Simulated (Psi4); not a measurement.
**B3LYP/aug-pcseg-0 (sweep point 1) run of BH (SMILES [BH])**

What is the vertical singlet–triplet gap of BH at B3LYP/aug-pcseg-0 (sweep point 1)? 

Program for the calculation: Psi4 1.11.

### Step 1. The system as given

BH: 2 atoms, total charge 0, spin state singlet. As SMILES, `[BH]`. The bond length is the measured one.

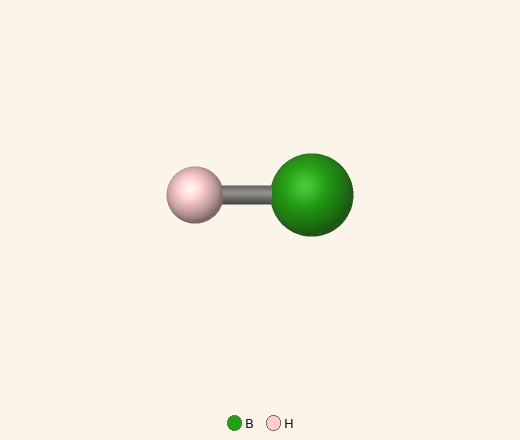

Viewed from a chosen angle; boron green, hydrogen pink.

### Step 2. The energy at B3LYP/aug-pcseg-0 (sweep point 1)

The input, input.inp:

```
memory 1600 mb

molecule mol {
  0 1
  B      0.00000000     0.00000000     0.00000000
  H      0.00000000     0.00000000     2.32889848
  units bohr
  symmetry c1
}

set {
  basis                aug-pcseg-0
  reference            rks
  puream               true
  scf_type             pk
  dft_radial_points    99
  dft_spherical_points 590
}

energy_value = energy("b3lyp")
```

Command:

```console
$ psi4 input.inp input.out -n 1
```

input.out, cut to the lines that bear on the results:

```text
[...]
  Running in c1 symmetry.
[...]
  Nuclear repulsion =    2.146937723107621
[...]
  Multiplicity = 1
[...]
  Nalpha       = 3
  Nbeta        = 3
[...]
    Number of basis functions: 16
[...]
   @RKS iter   1:   -25.21720803089079   -4.05342e-01   7.58610e-03 DIIS/ADIIS
[...]
   @RKS iter   5:   -25.23342105296805   -2.46502e-07   6.64642e-07 DIIS
[...]
    Orbital Energies [Eh]
    ---------------------
    Doubly Occupied:
       1A     -6.846173     2A     -0.494684     3A     -0.237522
    Virtual:
       4A     -0.099692     5A     -0.099692     6A      0.012192
       7A      0.049603     8A      0.057075     9A      0.057075
      10A      0.063907    11A      0.196305    12A      0.386934
      13A      0.525602    14A      0.541079    15A      0.541079
      16A      0.852610
    Final Occupation by Irrep:
              A
[...]
  @RKS Final Energy:   -25.23342105296805
   => Energetics <=
    Nuclear Repulsion Energy =              2.1469377231076212
    One-Electron Energy =                 -37.1009327261375503
    Two-Electron Energy =                  13.1787655575347973
    DFT Exchange-Correlation Energy =      -3.4581916074729202
    Empirical Dispersion Energy =           0.0000000000000000
    VV10 Nonlocal Energy =                  0.0000000000000000
    Total Energy =                        -25.2334210529680547
[...]
 Multipole Moments:
 ------------------------------------------------------------------------------------
     Multipole            Electronic (a.u.)      Nuclear  (a.u.)        Total (a.u.)
 ------------------------------------------------------------------------------------
 L = 1.  Multiply by 2.5417464519 to convert [e a0] to [Debye]
 Dipole X            :          0.0000000            0.0000000            0.0000000
 Dipole Y            :          0.0000000            0.0000000            0.0000000
 Dipole Z            :         -0.4940268            1.1570103            0.6629835
 Magnitude           :                                                    0.6629835
[...]
```

It took 1.8 s on 1 thread of Intel Xeon Platinum 8488C (Sapphire Rapids), shared host; peak memory 0.25 GiB.

### Step 3. The triplet, same level

The input, calc.in:

```
memory 1600 MB

molecule mol {
  0 3
  B      0.00000000     0.00000000     0.00000000
  H      0.00000000     0.00000000     2.32889848
  units au
  symmetry c1
}

set reference uks
set puream true
set scf_type pk
set dft_radial_points 99
set dft_spherical_points 590
set maxiter 150

e, wfn = energy('b3lyp/aug-pcseg-0', return_wfn=True)
print_variables()
```

Command:

```console
$ psi4 -i calc.in -o calc.out -n 1
```

calc.out, cut to the lines that bear on the results:

```text
[...]
  Running in c1 symmetry.
[...]
  Nuclear repulsion =    2.146937723107621
[...]
  Multiplicity = 3
[...]
  Nalpha       = 4
  Nbeta        = 2
[...]
    Number of basis functions: 16
[...]
   @UKS iter   1:   -25.18141856587426   -3.69552e-01   6.97317e-03 DIIS/ADIIS
[...]
   @UKS iter   7:   -25.19399615252341   -1.57123e-09   1.99208e-07 DIIS
[...]
   @S^2 Observed:                2.000573494E+00
[...]
    Orbital Energies [Eh]
    ---------------------
    Alpha Occupied:
       1A     -6.840509     2A     -0.496779     3A     -0.302983
       4A     -0.193863
    Alpha Virtual:
       5A     -0.107987     6A      0.014698     7A      0.042436
       8A      0.048180     9A      0.056441    10A      0.061012
      11A      0.184541    12A      0.382424    13A      0.496145
      14A      0.515360    15A      0.539937    16A      0.843168
    Beta Occupied:
[...]
  @UKS Final Energy:   -25.19399615252341
   => Energetics <=
    Nuclear Repulsion Energy =              2.1469377231076212
    One-Electron Energy =                 -37.0811965923168714
    Two-Electron Energy =                  13.2033977856227942
    DFT Exchange-Correlation Energy =      -3.4631350689369533
    Empirical Dispersion Energy =           0.0000000000000000
    VV10 Nonlocal Energy =                  0.0000000000000000
    Total Energy =                        -25.1939961525234111
[...]
 Multipole Moments:
 ------------------------------------------------------------------------------------
     Multipole            Electronic (a.u.)      Nuclear  (a.u.)        Total (a.u.)
 ------------------------------------------------------------------------------------
 L = 1.  Multiply by 2.5417464519 to convert [e a0] to [Debye]
 Dipole X            :          0.0000000            0.0000000            0.0000000
 Dipole Y            :         -0.0000000            0.0000000           -0.0000000
 Dipole Z            :         -1.0588358            1.1570103            0.0981745
 Magnitude           :                                                    0.0981745
[...]
```

Wall time 2.5 s (1 thread of Intel Xeon Platinum 8488C (Sapphire Rapids), shared host); peak memory 0.25 GiB.

### Step 4. Summary of results

At B3LYP/aug-pcseg-0 (sweep point 1):

```
                                        quantity         value
                           singlet: total energy  -25.23342 Eh
                          singlet: dipole moment        1.69 D
                            singlet: HOMO energy      -6.46 eV
                            singlet: LUMO energy      -2.71 eV
                          singlet: HOMO–LUMO gap       3.75 eV
                           triplet: total energy  -25.19400 Eh
                          triplet: dipole moment        0.25 D
     triplet: HOMO energy (highest over α and β)      -5.28 eV
      triplet: LUMO energy (lowest over α and β)      -3.46 eV
                                   triplet: ⟨S²⟩         2.001
vertical energy of the triplet above the singlet      1.073 eV
```

What this shows: At this shape the triplet lies 1.07 eV (104 kJ/mol) above the singlet.
